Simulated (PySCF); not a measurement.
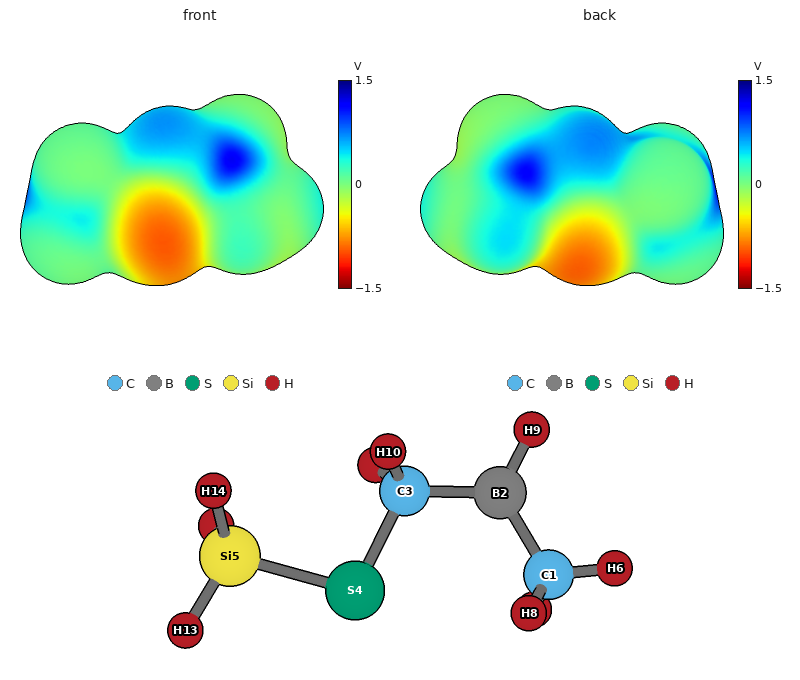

*C₂H₉BSSi (SMILES CBCS[SiH3]). The molecular electrostatic potential painted on the density surface at 0.001 e/bohr³, seen from the front and from behind; red is negative and blue positive. The bare structure is drawn below in the same view.*

Geometry: GFN2-xTB.

All numbers below come from PBE0/pcSseg-1, SCF density, gas phase, non-relativistic (PySCF 2.14.0).

Input

```
{"job": {"kind": "nmr", "xc": "PBE0", "basis": "pcSseg-1"}, "charge": 0, "multiplicity": 1}
C     -2.424223    -0.139303    -0.375652
B     -1.563206     1.110070    -0.009496
C      0.009420     1.024845     0.062027
S      0.753294    -0.613192    -0.349624
Si     2.774919    -0.260258     0.233017
H     -3.472025     0.065561    -0.576570
H     -2.380559    -0.846607     0.454014
H     -2.001467    -0.679059    -1.221427
H     -2.039725     2.149401     0.253506
H      0.464153     1.750958    -0.615423
H      0.348635     1.283403     1.067301
H      2.791166     0.022541     1.666667
H      3.463096    -1.489149    -0.111837
H      3.275843     0.900341    -0.498669
```

Run with:

```sh
OMP_NUM_THREADS=1 python probes_run.py task.json out
```

> Where is the surface potential most negative and most positive?

The most negative region (about −0.9 V) lies over S4, the most positive (about +1.1 V) over B2 and Si5.
